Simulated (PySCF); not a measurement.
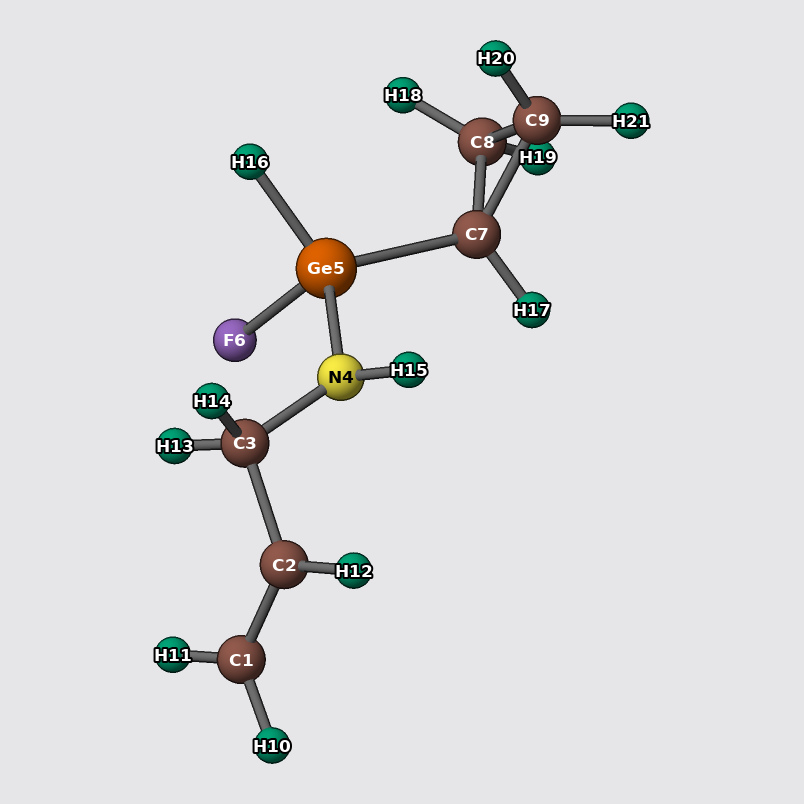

The questions are on isotropic NMR shieldings of the H atoms. The geometry was computed by an optimisation with GFN2-xTB. No frequency run is at hand to confirm it as a minimum. Properties computed with GIAO PBE0/pcSseg-1 NMR shielding, non-relativistic, gas phase (PySCF 2.14.0).

List the isotropic NMR shieldings of the H atoms.

```json
{"atom": "H10", "σ (ppm)": "26.34"}
{"atom": "H11", "σ (ppm)": "26.16"}
{"atom": "H12", "σ (ppm)": "25.59"}
{"atom": "H13", "σ (ppm)": "28.18"}
{"atom": "H14", "σ (ppm)": "27.88"}
{"atom": "H15", "σ (ppm)": "31.38"}
{"atom": "H16", "σ (ppm)": "26.24"}
{"atom": "H17", "σ (ppm)": "31.41"}
{"atom": "H18", "σ (ppm)": "31.21"}
{"atom": "H19", "σ (ppm)": "30.93"}
{"atom": "H20", "σ (ppm)": "31.44"}
{"atom": "H21", "σ (ppm)": "31.07"}
```

The geometry is semi-empirical. Around Ge such bond lengths and angles can be off by a tenth of an ångström or more and by several degrees, and values that hang on the shape move with them.
